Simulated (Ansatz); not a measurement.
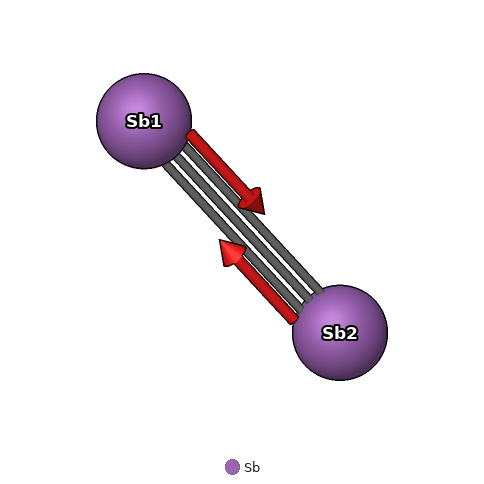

The arrows show one normal mode. Harmonic vibrations computed with RKS PBE0-D4/def2-TZVP, core potentials on Sb (Ansatz 0.2.0) at a stationary point of the same level.

What kind of motion is it?

Mostly Sb–Sb stretching.

At what wavenumber does it lie?

297 cm⁻¹; it is mode 1 of 1 counted from the lowest.
